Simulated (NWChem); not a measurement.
# CBrCl2F (bromodichlorofluoromethane): levels of theory compared

Aim: a comparison of 5 runs (HF/STO-3G, HF/3-21G, B3LYP/6-31G*, MP3/cc-pVDZ) of CBrCl2F (bromodichlorofluoromethane). 

The calculation is run with NWChem 7.3.0.

2 further runs of the same task are left out: 2 set aside as unsound or not needed.

**1. The system as given**

CBrCl2F: 5 atoms, total charge 0, spin state singlet. SMILES: `FC(Cl)(Cl)Br`. The shape is that of a PBE0-D4/def2-TZVP optimisation.

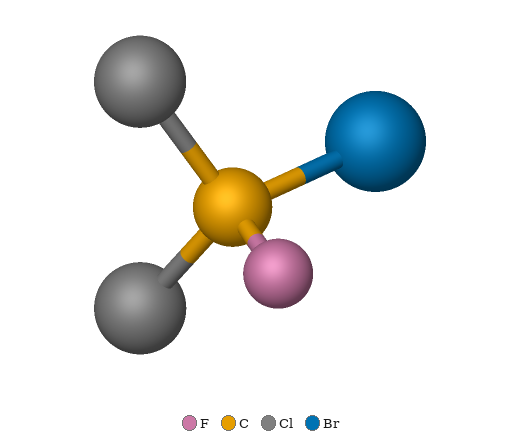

Viewed from a chosen angle; fluorine pink, carbon amber, chlorine grey, bromine blue.

**2. Energy and forces at HF/STO-3G (run 1)**

The input, cbrcl2f.xyz:

```xyz
5

F     -0.145400     0.066000     1.392100
C     -0.007200    -0.045400     0.072100
Cl     1.255600    -1.218600    -0.263900
Cl    -1.537300    -0.570800    -0.611000
Br     0.484000     1.695200    -0.630600
```

The input, cbrcl2f.nw:

```
START cbrcl2f
memory 2200 mb

GEOMETRY units angstrom noautosym nocenter noautoz
  load cbrcl2f.xyz
END

BASIS spherical bse
  F library STO-3G
  C library STO-3G
  Cl library STO-3G
  Br library STO-3G
END

SCF
  thresh 1e-08
  maxiter 80
END

TASK scf gradient
```

On the command line:

```bash
$ nwchem cbrcl2f.nw > cbrcl2f.out
```

The program printed:

```text
[...]
  functions       =    46
[...]
  wavefunction    = RHF
[...]
         Total SCF energy =  -3589.243782572521
      One-electron energy =  -6058.992058425324
      Two-electron energy =   1942.602902465648
 Nuclear repulsion energy =    527.145373387155
        Time for solution =      3.6s
[...]
                         RHF ENERGY GRADIENTS
    atom               coordinates                        gradient
                 x          y          z           x          y          z
   1 F      -0.274766   0.124722   2.630688    0.005034  -0.000520  -0.041449
   2 C      -0.013606  -0.085794   0.136249   -0.012655  -0.051603   0.005344
   3 Cl      2.372740  -2.302820  -0.498699   -0.038318   0.038514   0.010979
   4 Cl     -2.905076  -1.078656  -1.154623    0.047518   0.018598   0.021652
   5 Br      0.914627   3.203463  -1.191661   -0.001579  -0.004989   0.003475
[...]
```

Wall time 6 s (1 thread of Intel Xeon Platinum 8488C (Sapphire Rapids), shared host); peak memory 0.099 GiB.

**3. Energy and forces at HF/3-21G (run 2)**

The input, cbrcl2f.nw:

```
start cbrcl2f
memory stack 880 mb heap 220 mb global 1100 mb

geometry noautosym nocenter noautoz
   F    -0.145400    0.066000    1.392100
   C    -0.007200   -0.045400    0.072100
   Cl    1.255600   -1.218600   -0.263900
   Cl   -1.537300   -0.570800   -0.611000
   Br    0.484000    1.695200   -0.630600
end

basis spherical bse
   * library 3-21G
end

scf
   thresh 1e-08
   maxiter 80
   noprint "final vectors analysis"
end

task scf gradient
```

On the command line:

```bash
$ nwchem cbrcl2f.nw > cbrcl2f.out
```

The program printed:

```text
[...]
  functions       =    66
[...]
  wavefunction    = RHF
[...]
         Total SCF energy =  -3611.131848547732
      One-electron energy =  -6074.737541198619
      Two-electron energy =   1936.460319263733
 Nuclear repulsion energy =    527.145373387154
        Time for solution =      4.6s
[...]
                         RHF ENERGY GRADIENTS
    atom               coordinates                        gradient
                 x          y          z           x          y          z
   1 F      -0.274766   0.124722   2.630688    0.003551  -0.000111  -0.028761
   2 C      -0.013606  -0.085794   0.136249   -0.007209  -0.027436   0.006677
   3 Cl      2.372740  -2.302820  -0.498699   -0.028785   0.029136   0.004898
   4 Cl     -2.905076  -1.078656  -1.154623    0.036560   0.013970   0.013023
   5 Br      0.914627   3.203463  -1.191661   -0.004118  -0.015559   0.004163
[...]
```

It took 7.2 s on 1 thread of Intel Xeon Platinum 8488C (Sapphire Rapids), shared host; peak memory 0.097 GiB.

Runs 3 to 4 aren't shown in full; the table further down has their settings and results.

**4. The energy at MP3/cc-pVDZ (run 5)**

The input, run.nw:

```
echo
start run
title "CBrCl2F"
memory 2200 mb

geometry noautosym nocenter noautoz
  F       -0.145400       0.066000       1.392100
  C       -0.007200      -0.045400       0.072100
  Cl       1.255600      -1.218600      -0.263900
  Cl      -1.537300      -0.570800      -0.611000
  Br       0.484000       1.695200      -0.630600
end

basis "ao basis" spherical bse
  * library cc-pVDZ
end

scf
  thresh 1e-08
  maxiter 80
  print medium
end

tce
  scf
  mbpt3
  freeze core 21
  maxiter 60
end

task tce energy
```

On the command line:

```bash
$ nwchem run.nw > run.out
```

The program printed:

```text
[...]
  functions       =    91
[...]
  wavefunction    = RHF
[...]
         Total SCF energy =  -3628.663408020933
      One-electron energy =  -6093.110035560408
      Two-electron energy =   1937.301254152321
 Nuclear repulsion energy =    527.145373387154
        Time for solution =    182.1s
[...]
         Wavefunction type : Restricted Hartree-Fock
          No. of electrons :    84
[...]
         Spin multiplicity : singlet
[...]
```

Wall time 4.1 min (1 thread of Intel Xeon Platinum 8488C (Sapphire Rapids), shared host); peak memory 1.1 GiB.

**5. All runs side by side**

```
run                               level  Cartesian functions  iteration cap   energy (Eh)  dipole moment (D)  HOMO energy (eV)  LUMO energy (eV)  wall time
  1                           HF/STO-3G                   no             80  -3589.243783               0.95             -9.85              6.34        6 s
  2                            HF/3-21G                   no             80  -3611.131849               0.98                 –                 –      7.2 s
  3  B3LYP/6-31G* (Cartesian functions)                  yes            100  -3632.188101                  –                 –                 –       40 s
  4  B3LYP/6-31G* (spherical functions)                   no            100  -3632.171049               0.24             -8.33             -1.91       33 s
  5                         MP3/cc-pVDZ                   no             80  -3629.413180                  –            -11.82              2.41    4.1 min
```

**6. Summary of results**

```
                                           quantity           value
                                run 5: total energy  -3629.41318 Eh
         run 5: HOMO energy (Hartree–Fock orbitals)       -11.82 eV
         run 5: LUMO energy (Hartree–Fock orbitals)         2.41 eV
       run 5: HOMO–LUMO gap (Hartree–Fock orbitals)        14.22 eV
run 5: correlation energy (21 core orbitals frozen)      -749.8 mEh
```

Over runs 1, 2, 4 the dipole moment (its size) runs from 0.24 D (B3LYP/6-31G*) to 0.98 D (HF/3-21G). The two ends differ in method and basis. In run 1 the basis is minimal, so the values are rough. All runs together took 5.6 min, the longest 4.1 min.
